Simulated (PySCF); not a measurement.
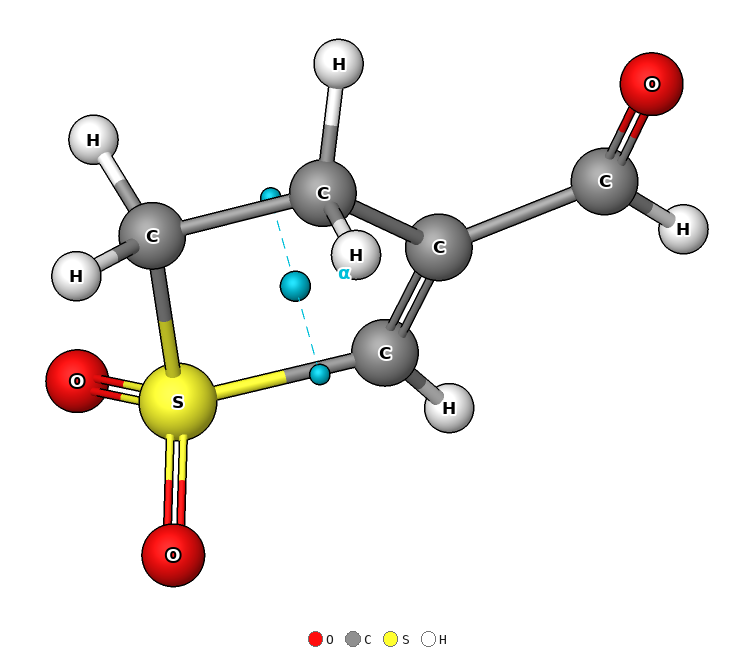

The small points mark where nucleus-independent chemical shifts (NICS) were computed: at the centre of each lettered ring and 1 Å above and below it. Computed geometry: GFN2-xTB optimisation. No frequency run is at hand to confirm it as a minimum. Level of theory: GIAO PBE0/pcSseg-1 NMR shielding, non-relativistic, gas phase (PySCF 2.14.0).

Give NICS(0), NICS(1) and the out-of-plane component NICS(1)zz for each ring (means of the two sides).

```json
{"ring": "α", "members": "C4S", "NICS(0)": "−4.1", "NICS(1)": "−3.4", "NICS(1)zz": "−2.8"}
```

Values in ppm.

Question: What do the values say about the ring currents?

Answer: Ring α: weak, as in a non-aromatic ring. NICS is one index among several.
